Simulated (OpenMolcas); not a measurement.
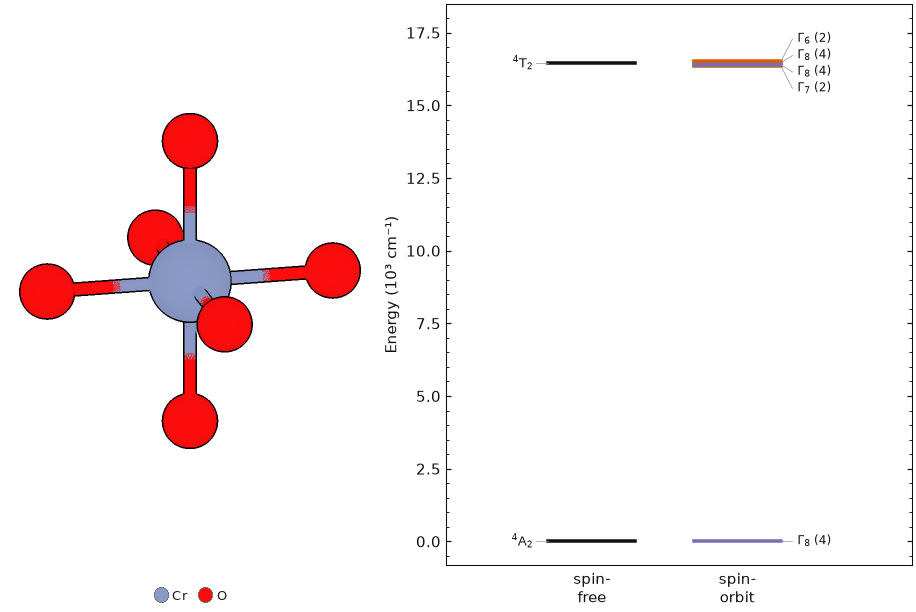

Cr³⁺ (3d³) as a dopant in MgO, a cluster with its 6 nearest O²⁻ at 2.034 Å (octahedron) embedded in model potentials and point charges; the geometry was set, not optimised, and its levels. Labels give the representation in O, Td, D4 or D3 as the site allows (double group for half-integer spin) where it could be assigned and, in brackets, the degeneracy; spin-free states, where drawn, share the zero of the spin-orbit levels. Computed with OpenMolcas: state-averaged CASSCF, active space 3 electrons in the shell 3d, basis ANO-RCC-VDZP on all atoms, DKH2 scalar Hamiltonian, spin-orbit coupling by RASSI with atomic mean-field integrals.

What does the figure show?

The ground level is Γ₈, 4-fold degenerate, 100 % from states of spin multiplicity 4. The next level lies at 16,300 cm⁻¹ (Γ₇). The lowest spin-free state is ⁴A₂; of the same spin there follows at 16,400 cm⁻¹ (⁴T₂) above it. A ligand-field fit to the spin-free states gives |10Dq| = 16,200 cm⁻¹, B = 1,000 and C = 3,660 cm⁻¹ (rms misfit 100 cm⁻¹). The active orbitals hold 86 to 94 % metal character (Löwdin), and the Mulliken charge of the metal is +1.80.

Known limits: the geometry is set by hand, with no relaxation and no charge compensation.
